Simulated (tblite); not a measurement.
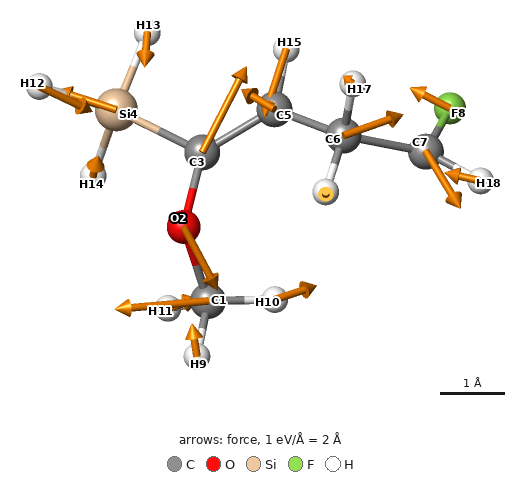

Starting geometry of C5H10FOSi (multiplicity 2) with the computed forces as orange arrows. The picture is a ball-and-stick view, seen at a tilt.

Computed with GFN2-xTB geometry optimisation, gas phase in tblite 0.8.0. 

Question: Is this structure relaxed? If not, where do the atoms go?

Answer: It isn't relaxed: the largest force vector, on C atoms, is 0.77 eV/Å. The final displacements have little in common with the starting forces (cosine between the two patterns 0.10). After 223 geometry steps the energy has fallen by 31.2 kJ/mol. The largest move after the best rigid fit is that of an H atom, 1.97 Å. By element the largest moves are H 1.97 Å, F 1.12 Å, O 0.96 Å, C 0.60 Å, Si 0.56 Å. Near-neighbour distances that change, for instance: H–Si 1.495 → 1.467 Å, C–H 1.099 → 1.078 Å, C–O 1.423 → 1.402 Å, H–Si 1.478 → 1.458 Å. Among the angles between lasting bonds that change: C–C–C 112.4° → 104.6°, C–O–C 112.2° → 118.0°, O–C–Si 116.7° → 122.4°. Groups turn about C–O by about 100°.
